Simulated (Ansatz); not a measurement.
**SCl2O2 (sulfuryl chloride): PBE-QIDH/cc-pVDZ**

Aim: the vertical ionisation energy of SCl2O2 (sulfuryl chloride) at PBE-QIDH/cc-pVDZ, from 2 runs. 

The results are computed with Ansatz 0.2.0.

45 further runs of the same task are left out: 2 that didn't finish, 43 set aside as unsound or not needed.

### Step 1. The molecule

The species is SCl2O2 (5 atoms), meant as a singlet with charge 0. SMILES: `O=S(=O)(Cl)Cl`. The shape is that of a PBE0-D4/def2-TZVP optimisation.

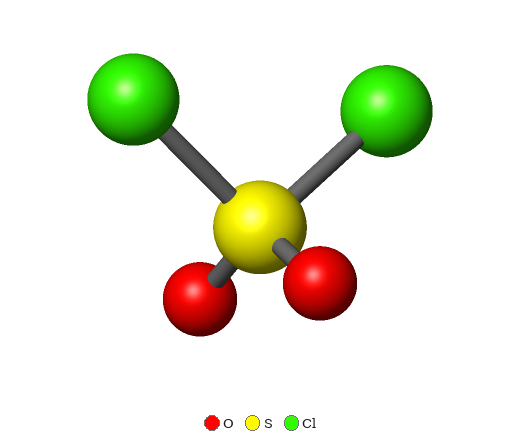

Viewed from a chosen angle; oxygen red, sulfur yellow, chlorine green.

### Step 2. The energy at PBE-QIDH/cc-pVDZ

Input file in.yaml:

```yaml
crystal:
  periodic: [false, false, false]
  atoms:
    - {symbol: O, position_ang: [0.866100, 0.300300, -1.246600]}
    - {symbol: S, position_ang: [-0.068500, 0.126800, -0.197800]}
    - {symbol: O, position_ang: [-1.381700, 0.653700, -0.241000]}
    - {symbol: Cl, position_ang: [-0.209600, -1.845200, 0.179900]}
    - {symbol: Cl, position_ang: [0.793700, 0.764400, 1.505600]}
basis:
  gaussian: {orbitals: cc-pVDZ}
hamiltonian: {xc: {name: PBE-QIDH}}
output: {orbitals: {seedname: orbitals}}
correlation: {frozen_orbitals: {Cl: 5, O: 1, S: 5}}
accuracy: high
```

Command:

```console
$ ansatz run in.yaml --threads 1 --pin off --max-ram 3480MiB --events-out events.jsonl --progress --plain --runs-dir runs
```

Log:

```text
Warning: RAYON_NUM_THREADS=1 ignored (pool sized by the plan → 1); use --threads N
Functional definition: PBE-QIDH
  name "PBE-QIDH"
  parameter a = 3^(-1/3)
  parameter c = 1/3
  exchange = (1 - a)*pbe_x + a*exact_x
  correlation = (1 - c)*pbe_c + c*(mp2_os + mp2_ss)
1816 factors; integrals over basis functions are off by at most 3.3e-9 eV
mean field evaluation 1: about -39930.4903 eV, gradient 6.1e1 eV
mean field evaluation 2: about -39931.0726 eV, gradient 6.2e1 eV
mean field evaluation 4: about -39938.1025 eV, gradient 3.1e0 eV
mean field evaluation 8: about -39938.1804 eV, gradient 7.1e-1 eV
mean field evaluation 16: about -39938.1815 eV, gradient 1.6e-4 eV
mean field -39938.18153998 eV, -1467.7011005224 hartree, gradient 4.6e-8 eV, S^2 0.000000; 0 other end points of the search recorded, 0 dependent functions left out
17 core orbitals not correlated: weight in the atoms' cores, before any rotation towards them, 1.000 or more for the frozen orbitals, at most 0.000 for the correlated occupied ones
reference -39938.18154064 eV, -1467.7011005469 hartree; 16, 16 occupied and 49, 49 virtual orbitals, 1816 factors
second order -24.63808063 eV of doubles, -0.00000000 eV of singles
Total energy: -39946.39423418 eV, -1468.0029114677 hartree
```

Run time: 14 s. Hardware: 1 thread of Intel Xeon Platinum 8259CL at 2.50GHz (Skylake/Cascade Lake), shared host; peak memory 0.31 GiB.

### Step 3. The doublet cation

Changes to in.yaml since step 2:

```diff
@@ -9,6 +9,13 @@
 basis:
-  gaussian: {orbitals: cc-pVDZ}
-hamiltonian: {xc: {name: PBE-QIDH}}
+  gaussian:
+    orbitals: cc-pVDZ
 output: {orbitals: {seedname: orbitals}}
-correlation: {frozen_orbitals: {Cl: 5, O: 1, S: 5}}
+total_charge: 1
+hamiltonian:
+  xc: {name: PBE-QIDH}
+magnetization:
+  spin_polarized: true
+  initial_magnetization: 1
+correlation:
+  frozen_orbitals: {Cl: 5, O: 1, S: 5}
 accuracy: high
```

Command:

```console
$ ansatz run in.yaml --threads 1 --pin off --max-ram 3480MiB --events-out events.jsonl --progress --plain --runs-dir runs
```

Log, shortened:

```text
Warning: RAYON_NUM_THREADS=1 ignored (pool sized by the plan → 1); use --threads N
[... 2 set-up lines as earlier in the session ...]
[...]
1816 factors; integrals over basis functions are off by at most 3.3e-9 eV
[...]
mean field -39925.76964958 eV, -1467.2449719635 hartree, gradient 9.6e-8 eV, S^2 0.795293; 8 other end points of the search recorded, 0 dependent functions left out
17 core orbitals not correlated: weight in the atoms' cores, before any rotation towards them, 1.000 or more for the frozen orbitals, at most 0.000 for the correlated occupied ones
reference -39925.76965025 eV, -1467.2449719879 hartree; 16, 15 occupied and 49, 50 virtual orbitals, 1816 factors
second order -24.10684820 eV of doubles, -0.00000000 eV of singles
Total energy: -39933.80526631 eV, -1467.5402754316 hartree
```

Run time: 93 s. Hardware: 1 thread of Intel Xeon Platinum 8259CL at 2.50GHz (Skylake/Cascade Lake), shared host; peak memory 0.49 GiB.

### Step 4. Results

At PBE-QIDH/cc-pVDZ, 17 core orbitals frozen:

| quantity | value |
| --- | --- |
| singlet SCl2O2: total energy | -1468.00291 Eh |
| singlet SCl2O2: HOMO energy (SCF part's orbitals) | -12.36 eV |
| singlet SCl2O2: LUMO energy (SCF part's orbitals) | -0.95 eV |
| singlet SCl2O2: HOMO–LUMO gap (SCF part's orbitals) | 11.41 eV |
| doublet cation: total energy | -1467.54028 Eh |
| doublet cation: HOMO energy (SCF part's orbitals) (highest over α and β) | -18.25 eV |
| doublet cation: LUMO energy (SCF part's orbitals) (lowest over α and β) | -12.13 eV |
| doublet cation: ⟨S²⟩ | 0.795 |
| vertical ionisation energy (to the doublet cation) | 12.589 eV |

What this shows: The vertical ionisation energy comes to 12.59 eV (290 kcal/mol). The negative HOMO energy of the first species, 12.36 eV, lies 0.23 eV below that difference.
